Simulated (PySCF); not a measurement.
SMILES c1cccc(c1F)-c1ccccc1, singlet, GFN2-xTB optimised geometry. Atoms within 1.6 Å of the plane z = 0.0 Å (x, y, z in Å): F1 (-1.90, -0.61, -0.03), C2 (-1.23, 0.56, 0.00), C3 (-1.97, 1.73, 0.00), C4 (-1.32, 2.94, 0.01), C5 (0.07, 2.98, 0.01), C6 (0.79, 1.80, 0.00), C7 (0.16, 0.56, 0.00), C8 (0.95, -0.69, -0.01), C9 (0.62, -1.74, 0.84), C10 (1.38, -2.90, 0.83), C11 (2.46, -3.02, -0.02), C12 (2.79, -1.97, -0.87), C13 (2.04, -0.81, -0.86), H14 (-3.05, 1.66, -0.01), H15 (-1.89, 3.86, 0.01), H16 (0.58, 3.93, 0.01), H17 (1.87, 1.83, 0.01), H18 (-0.21, -1.65, 1.52), H19 (1.12, -3.71, 1.50), H20 (3.05, -3.93, -0.03), H21 (3.63, -2.07, -1.54), H22 (2.28, -0.01, -1.54).

Level of theory: PBE/def2-SVP in PySCF 2.14.0. Cells within 0.4 Å of a nucleus heavier than hydrogen are left out (blank, or x).

Map of the deformation density (molecule minus spherical neutral atoms) (e/bohr³) on the plane z = 0.0 Å:

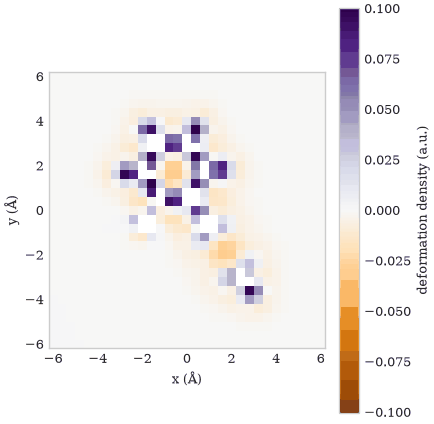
*Deformation density (molecule minus spherical neutral atoms) (e/bohr³) on the plane z = 0.0 Å.*
